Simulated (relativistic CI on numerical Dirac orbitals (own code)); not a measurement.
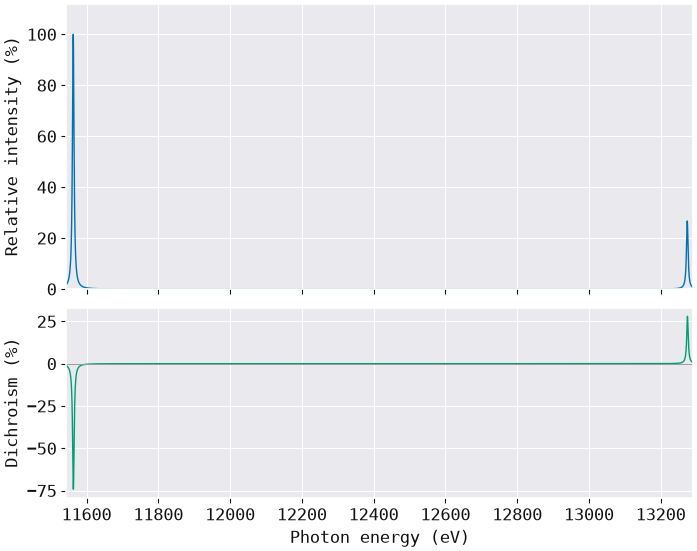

L₂,₃ X-ray absorption of Pt III (Pt²⁺), [Xe] 4f¹⁴ 5d⁸, in a field of D4h symmetry with 10Dq = 40,300, Ds = 1,180, Dt = 40 cm⁻¹. Multiplet model: relativistic Dirac–Coulomb–Breit theory, one configuration a step, Slater integrals scaled by 0.7, 300 K, Voigt broadening (Lorentzian 5 eV, Gaussian 1 eV full widths), computed with a radial Dirac CI code. Dichroism is for the ground state at zero temperature, magnetised by an exchange field of 10 meV on Sz.

Give the peaks, the centroid and the ground-state spin.

Answer. The main maxima lie at 11562.9 eV (100) and 13273.8 eV (27), heights in % of the largest; the centroid is at 11923.9 eV. The lower edge holds 0.79 of the intensity (branching ratio, edges parted at 12421 eV), and the core spin-orbit splitting of the orbitals is 1750 eV. The ground state has S = 1.00. The circular dichroism (Δm = −1 less Δm = +1) is largest at 11563.5 eV, −74 % of the isotropic maximum; its integrals over the lower and upper edge are −0.191 and 0.070 of the sum over the three polarisations. The magnetised ground state has ⟨Lz⟩ = −0.39 and ⟨Sz⟩ = −0.98.

Known limits: free-ion energies, so absolute edge positions are off by a few eV from solids.
